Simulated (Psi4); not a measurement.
# CH4FGeN (SMILES [H]/N=[C](/F)[GeH3]): r2SCAN/6-31G(d) (spherical functions)

Aim: the vertical ionisation energy of CH4FGeN at r2SCAN/6-31G* (spherical functions), from 2 runs. The job is set up through a Python script.

Program for the calculation: Psi4 1.11.

2 further runs of the same task are left out: 2 set aside as unsound or not needed. Runs told in other sessions of the task aren't counted.

## (1) The system as given

The species is CH4FGeN (8 atoms), meant as a singlet with charge 0. SMILES: `[H]/N=[C](/F)[GeH3]`. Geometry: relaxed at PBE0-D4/def2-TZVP.

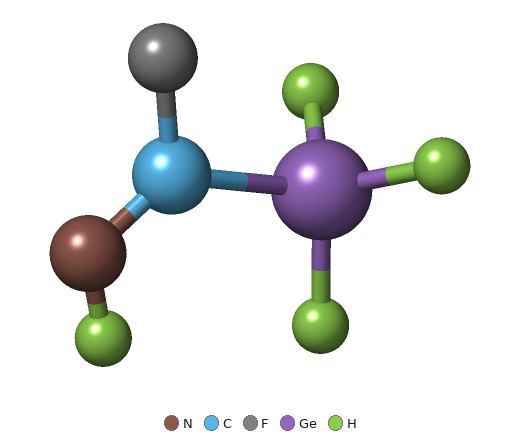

Viewed from a chosen angle; nitrogen brown, carbon blue, fluorine grey, germanium purple, hydrogen green.

## (2) The energy at r2SCAN/6-31G(d) (spherical functions)

Input file ch4fgen.py:

```python
import psi4

psi4.set_memory('2200 MB')
psi4.set_num_threads(1)
psi4.set_output_file('ch4fgen.out', False)

molecule = psi4.geometry("""
0 1
N
C 1 1.246064
F 2 1.345504 1 117.35015
Ge 2 1.977801 1 131.12572 3 179.97709
H 1 1.015835 2 111.20808 3 179.99373
H 4 1.531939 2 108.85543 1 -119.12724
H 4 1.533999 6 110.96278 2 -117.00607
H 4 1.531874 6 110.43461 7 -123.51613
units angstrom
symmetry c1
""")

psi4.set_options({
    'puream': True,
    'e_convergence': 1e-09,
    'd_convergence': 1e-08,
    'scf_type': 'pk',
    'dft_radial_points': 99,
    'dft_spherical_points': 590,
})

energy_value, wavefunction = psi4.energy('r2scan/6-31G*', molecule=molecule, return_wfn=True)
psi4.oeprop(wavefunction, 'DIPOLE', 'QUADRUPOLE', 'MULLIKEN_CHARGES', title='R2SCAN')
print(f'total energy {energy_value:.8f} hartree = {energy_value * 27.211386:.5f} eV')
for k, v in sorted(psi4.core.scalar_variables().items()):
    print(f'{k:45s} {v:18.10f}')
```

Launch:

```sh
$ python ch4fgen.py
```

ch4fgen.out:

```text
[...]
  Running in c1 symmetry.
[...]
  Nuclear repulsion =  257.992174955885957
[...]
  Multiplicity = 1
[...]
  Nalpha       = 29
  Nbeta        = 29
[...]
    Number of basis functions: 82
[...]
   @RKS iter   1: -2269.98270669108797   -1.63294e+00   3.45548e-02 ADIIS/DIIS
[...]
   @RKS iter  13: -2271.66937067112121   -4.54747e-13   1.69609e-09 DIIS
[...]
    Orbital Energies [Eh]
    ---------------------
    Doubly Occupied:
       1A   -398.161200     2A    -49.636697     3A    -44.128541
       4A    -44.128292     5A    -44.128255     6A    -24.513261
       7A    -14.172167     8A    -10.164215     9A     -6.197833
      10A     -4.348216    11A     -4.347519    12A     -4.347276
      13A     -1.187729    14A     -1.141580    15A     -1.141144
      16A     -1.141088    17A     -1.138595    18A     -1.138573
      19A     -0.884022    20A     -0.598741    21A     -0.551208
      22A     -0.475418    23A     -0.430060    24A     -0.423176
      25A     -0.351976    26A     -0.339104    27A     -0.325275
      28A     -0.287626    29A     -0.247268
[...]
  @RKS Final Energy: -2271.66937067112121
   => Energetics <=
    Nuclear Repulsion Energy =            257.9921749558859574
    One-Electron Energy =               -3674.6773380169574921
    Two-Electron Energy =                1248.1909245045139869
    DFT Exchange-Correlation Energy =    -103.1751321145632545
    Empirical Dispersion Energy =           0.0000000000000000
    VV10 Nonlocal Energy =                  0.0000000000000000
    Total Energy =                      -2271.6693706711212144
[...]
 Multipole Moments:
 ------------------------------------------------------------------------------------
     Multipole            Electronic (a.u.)      Nuclear  (a.u.)        Total (a.u.)
 ------------------------------------------------------------------------------------
 L = 1.  Multiply by 2.5417464519 to convert [e a0] to [Debye]
 Dipole X            :          0.0007473           -0.0006345            0.0001128
 Dipole Y            :          2.7478209           -1.7103004            1.0375205
 Dipole Z            :          5.1520524           -4.7617152            0.3903372
 Magnitude           :                                                    1.1085179
 L = 2.  Multiply by 1.3450342976 to convert [e a0^2] to [Debye ang]
 Quadrupole XX       :        -37.1452494           11.3062389          -25.8390104
 Quadrupole XY       :         -0.0595505            0.0597626            0.0002121
[...]
  Mulliken Charges: (a.u.)
   Center  Symbol    Alpha    Beta     Spin     Total
       1     N     3.76226  3.76226  0.00000 -0.52451
       2     C     2.77198  2.77198  0.00000  0.45604
       3     F     4.63839  4.63839  0.00000 -0.27678
       4    GE    16.06484 16.06484  0.00000 -0.12968
       5     H     0.33430  0.33430  0.00000  0.33140
       6     H     0.47296  0.47296  0.00000  0.05408
       7     H     0.48235  0.48235  0.00000  0.03531
       8     H     0.47293  0.47293  0.00000  0.05415
   Total alpha = 29.00000, Total beta = 29.00000, Total charge =  0.00000
```

Standard output:

```text
total energy -2271.66937067 hartree = -61815.27211 eV
CURRENT ENERGY                                  -2271.6693706711
CURRENT REFERENCE ENERGY                        -2271.6693706711
DD SOLVATION ENERGY                                 0.0000000000
DFT FUNCTIONAL TOTAL ENERGY                     -2271.6693706711
DFT TOTAL ENERGY                                -2271.6693706711
DFT VV10 ENERGY                                     0.0000000000
DFT XC ENERGY                                    -103.1751321146
GRID ELECTRONS ALPHA                               28.9999995797
GRID ELECTRONS BETA                                28.9999995797
GRID ELECTRONS TOTAL                               57.9999991594
NUCLEAR REPULSION ENERGY                          257.9921749559
ONE-ELECTRON ENERGY                             -3674.6773380170
PCM POLARIZATION ENERGY                             0.0000000000
PE ENERGY                                           0.0000000000
SCF ITERATION ENERGY                            -2271.6693706711
SCF ITERATIONS                                     13.0000000000
SCF TOTAL ENERGY                                -2271.6693706711
TWO-ELECTRON ENERGY                              1248.1909245045
XC GRID RADIAL POINTS                              99.0000000000
XC GRID SPHERICAL POINTS                          590.0000000000
XC GRID TOTAL POINTS                           445226.0000000000
```

Wall time 24 s (1 thread of Intel Xeon Platinum 8488C (Sapphire Rapids), shared host); peak memory 1.3 GiB.

## (3) The doublet cation: energy and gradient at U-r2SCAN/6-31G(d) (spherical functions)

Input file ch4fgen.py:

```python
import psi4

psi4.set_memory('2200 MB')
psi4.set_num_threads(1)
psi4.core.set_output_file('output.dat', False)

mol = psi4.geometry("""
1 2
N      3.58273176     0.42008612    -0.65856955
C      1.71606029     0.05158952     0.72867839
F      2.14937449    -0.24018419     3.21706975
Ge    -1.92733167    -0.19615357    -0.06708528
H      3.05606509     0.61491688    -2.49424951
H     -3.33763428     1.90276523     1.34227247
H     -2.17261813     0.13530439    -2.93644543
H     -2.89260378    -2.79603877     0.76288244
units au
symmetry c1
no_reorient
no_com
""")

options = {'reference': 'uks', 'puream': True, 'e_convergence': 1e-09, 'd_convergence': 1e-08, 'scf_type': 'pk', 'dft_radial_points': 99, 'dft_spherical_points': 590, 'maxiter': 100}
psi4.set_options(options)

energy_value, wavefunction = psi4.gradient("r2scan/6-31G*", molecule=mol, return_wfn=True)
psi4.oeprop(wavefunction, "MULLIKEN_CHARGES", "DIPOLE", "QUADRUPOLE")
print('gradient / Eh bohr^-1')
print(energy_value.np.round(6))
print(f'energy = {wavefunction.energy():.10f} Eh')
for k, v in sorted(psi4.core.scalar_variables().items()):
    print(f'{k:45s} {v:18.10f}')
```

Launch:

```sh
$ python ch4fgen.py
```

output.dat, cut to the lines that bear on the results:

```text
[...]
  Running in c1 symmetry.
[...]
  Nuclear repulsion =  257.992180007590889
[...]
  Multiplicity = 2
[...]
  Nalpha       = 29
  Nbeta        = 28
[...]
    Number of basis functions: 82
[...]
   @UKS iter   1: -2269.60063473215087   -1.25087e+00   3.43500e-02 DIIS/ADIIS
[...]
   @UKS iter  20: -2271.29778706412708   -4.54747e-13   2.51080e-09 DIIS
[...]
   @S^2 Observed:                7.577253826E-01
[...]
  @UKS Final Energy: -2271.29778706412708
   => Energetics <=
    Nuclear Repulsion Energy =            257.9921800075908891
    One-Electron Energy =               -3660.3795369197641776
    Two-Electron Energy =                1233.8964472080483574
    DFT Exchange-Correlation Energy =    -102.8068773600021757
    Empirical Dispersion Energy =           0.0000000000000000
    VV10 Nonlocal Energy =                  0.0000000000000000
    Total Energy =                      -2271.2977870641270783
  UHF NO Occupations:
  HONO-2 :   27  A 1.9983847
  HONO-1 :   28  A 1.9983705
[...]
  -Total Gradient:
     Atom            X                  Y                   Z
    ------   -----------------  -----------------  -----------------
       1        0.036260821183    -0.000833560428     0.032742870521
       2       -0.046983982323     0.007634522553    -0.091239855662
       3        0.018774053672    -0.001330888973     0.023402982623
       4        0.043020244604     0.001339803277     0.021403033088
       5       -0.026538239051    -0.005454893513     0.021347900820
       6       -0.009742899497    -0.004416608516    -0.003761783670
       7       -0.004734545957    -0.000301340600    -0.001292274073
       8       -0.010506557305     0.003346489633    -0.002806654408
[...]
 Multipole Moments:
 ------------------------------------------------------------------------------------
     Multipole            Electronic (a.u.)      Nuclear  (a.u.)        Total (a.u.)
[...]
```

Standard output:

```text
gradient / Eh bohr^-1
[[ 0.036261 -0.000834  0.032743]
 [-0.046984  0.007635 -0.09124 ]
 [ 0.018774 -0.001331  0.023403]
 [ 0.04302   0.00134   0.021403]
 [-0.026538 -0.005455  0.021348]
 [-0.009743 -0.004417 -0.003762]
 [-0.004735 -0.000301 -0.001292]
 [-0.010507  0.003346 -0.002807]]
energy = -2271.2977870641 Eh
CURRENT ENERGY                                  -2271.2977870641
CURRENT REFERENCE ENERGY                        -2271.2977870641
DD SOLVATION ENERGY                                 0.0000000000
DFT FUNCTIONAL TOTAL ENERGY                     -2271.2977870641
DFT TOTAL ENERGY                                -2271.2977870641
DFT VV10 ENERGY                                     0.0000000000
DFT XC ENERGY                                    -102.8068773600
GRID ELECTRONS ALPHA                               28.9999994975
GRID ELECTRONS BETA                                27.9999995594
GRID ELECTRONS TOTAL                               56.9999990568
NUCLEAR REPULSION ENERGY                          257.9921800076
ONE-ELECTRON ENERGY                             -3660.3795369198
PCM POLARIZATION ENERGY                             0.0000000000
PE ENERGY                                           0.0000000000
SCF ITERATION ENERGY                            -2271.2977870641
SCF ITERATIONS                                     20.0000000000
SCF TOTAL ENERGY                                -2271.2977870641
TWO-ELECTRON ENERGY                              1233.8964472080
XC GRID RADIAL POINTS                              99.0000000000
XC GRID SPHERICAL POINTS                          590.0000000000
XC GRID TOTAL POINTS                           445224.0000000000
```

It took 56 s on 1 thread of Intel Xeon Platinum 8488C (Sapphire Rapids), shared host; peak memory 1.3 GiB.

## (4) Results

Level: r2SCAN/6-31G* (spherical functions).

```
                                          quantity           value
                     singlet CH4FGeN: total energy  -2271.66937 Eh
                    singlet CH4FGeN: dipole moment          2.82 D
                      singlet CH4FGeN: HOMO energy        -6.73 eV
                      singlet CH4FGeN: LUMO energy        -1.09 eV
                    singlet CH4FGeN: HOMO–LUMO gap         5.64 eV
                      doublet cation: total energy  -2271.29779 Eh
doublet cation: HOMO energy (highest over α and β)       -14.54 eV
 doublet cation: LUMO energy (lowest over α and β)       -13.31 eV
                              doublet cation: ⟨S²⟩           0.758
          doublet cation: largest force on an atom      5.292 eV/Å
vertical ionisation energy (to the doublet cation)       10.111 eV
```

What this shows: Removing an electron at fixed nuclei costs 10.11 eV (976 kJ/mol). The negative HOMO energy of the first species, 6.73 eV, lies 3.38 eV below that difference. With no_com the log's rotational constants are taken about the origin, not the centre of mass, so they aren't the molecule's. Mulliken charges (doublet cation) run from -0.29 on N1 to +0.59 on C2.
